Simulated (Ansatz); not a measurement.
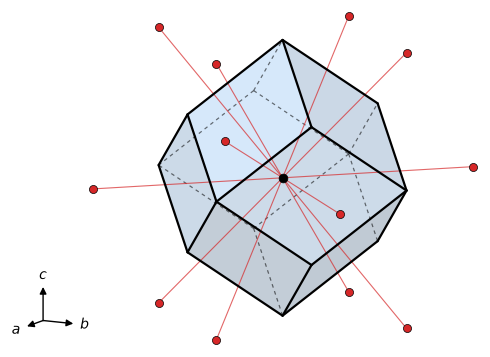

Crystal: Yb, the geometry relaxed with DFT, PBE, PAW with Ansatz's default frozen-core files, scalar-relativistic (Ansatz 0.2.0); the starting structure was generated, so it need not be a known form of this composition. The Wigner–Seitz cell of the crystal's lattice, with lines to the lattice points that define its faces. The drawing is computed from the coordinates (standard cell, symmetry found to 0.002 Å).

a = 5.223 Å, b = 5.223 Å, c = 5.223 Å, α = 90.00°, β = 90.00°, γ = 90.00°; space group Fm-3m, No. 225.

Q: Which of Fedorov's five parallelohedra is it?

A: A rhombic dodecahedron: 12 faces (12 with 4 edges), 24 edges, 14 vertices. Its volume is that of the primitive cell, 35.6 Å³.

Q: Which lattice vectors do the faces bisect?

A:
```json
{"example": "1/2 a + 1/2 b", "length (Å)": "3.69", "faces": "12", "edges of each": "4", "area (Å²)": "4.8"}
```
